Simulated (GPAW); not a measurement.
Consider K2LiAlF6 (Fm-3m).

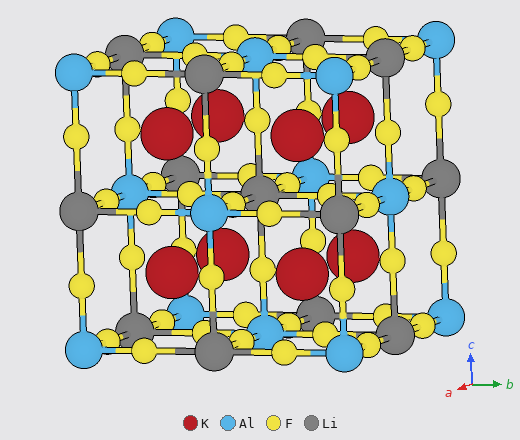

The structure (potassium red, aluminium blue, fluorine yellow, lithium grey). Some periodic images of atoms are drawn too.

```xyz
10
Lattice="0.0000 3.9210 3.9210 3.9210 0.0000 3.9210 3.9210 3.9210 0.0000" Properties=species:S:1:pos:R:3 pbc="T T T"
K     5.8815    5.8815    5.8815
K     1.9605    1.9605    1.9605
Al    0.0000    0.0000    0.0000
F     3.9210    3.9210    6.0297
F     3.9210    3.9210    1.8123
F     3.9210    6.0297    3.9210
F     6.0297    3.9210    3.9210
F     3.9210    1.8123    3.9210
F     1.8123    3.9210    3.9210
Li    3.9210    3.9210    3.9210
```

Absorber: atom 10, with 6 F at 2.11 Å (octahedral, site symmetry m-3m). Method: GPAW, LDA, full core hole (charged cell), 10-atom cell with 5.5 Å between holes, 5×5×5 k points, dipole transitions, Gaussian full width 0.9 eV up to 4 eV, rising linearly to 3.5 eV at 25 eV.

Q: Predict the near-edge structure at the Li K edge.

Main maxima up to 24 eV above the zero (height): 2.8 eV (8.25), 7.1 eV (1.83), 16.2 eV (0.61) and 21.7 eV (0.66). A K edge sees empty p states on the absorber. The total-energy difference plus the lowest empty eigenvalue puts the zero at 60.00 eV. One term is added: -3.34 eV, since the hole is spin-paired here and a spin-polarised one costs that much less in the free atom (computed apart). The photon energy is then 56.66 eV. The tabulated edge of the element is 54.7 eV. The functional and the charged cell's background leave an error in such absolute values: in the free atom LDA prices this hole 1.0 eV below PBE (computed apart), and PBE is itself good to a few eV.

The Li K spectrum (energy from the lowest empty level; intensity scaled to a mean of 1 over the first 20 eV):

| E (eV) | intensity |
| --- | --- |
| -2.0 | 0.00 |
| -0.5 | 0.00 |
| 1.0 | 0.23 |
| 2.5 | 6.97 |
| 4.0 | 0.17 |
| 5.5 | 1.50 |
| 7.0 | 1.82 |
| 8.5 | 0.67 |
| 10.0 | 0.40 |
| 11.5 | 0.38 |
| 13.0 | 0.22 |
| 14.5 | 0.31 |
| 16.0 | 0.61 |
| 17.5 | 0.39 |
| 19.0 | 0.25 |
| 20.5 | 0.52 |
| 22.0 | 0.64 |
| 23.5 | 0.41 |
| 25.0 | 0.26 |
| 26.5 | 0.21 |
| 28.0 | 0.20 |
| 29.5 | 0.24 |

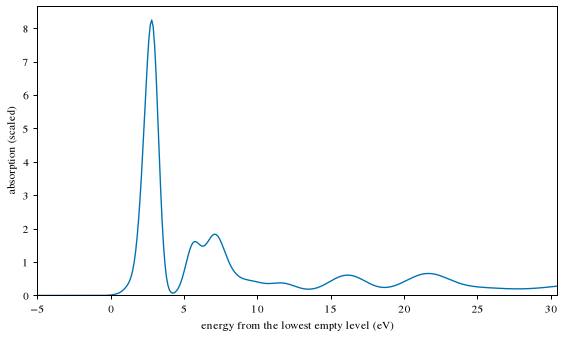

The Li K edge.

The holes are only 5.5 Å apart, so the shape is probably not converged with cell size; no larger cell was run here. The mesh is coarse (0.28 Å⁻¹ between points), so small maxima may be mesh ripples. Lifetime broadening is put in by hand, and intensities beyond about 20 eV depend on it and on the partial waves; weight that the partial waves miss at high energy is lost. The structure is a published determination, not relaxed.

[Banner, clock and machine lines of the logs are left out without a mark of their own.]

[Logs are printed without paths, hosts, clocks, repeated set-up lines and the standing remarks that a program may print on its own settings, such as how far it seeks lower states.]

[Hosts, paths, dates, database ids (printed as entryN), source tags and the programs' standing remarks are cut or masked in the printed files.]

[Lists of maxima count a maximum above −3 eV only where it reaches 4 % of the highest in the window and stands out from its surroundings by 2 % of it (1.5 % where it reaches 55 %); shoulders and weaker maxima are passed over, and of the rest the first, up to two pre-edge ones and the few strongest are named.]
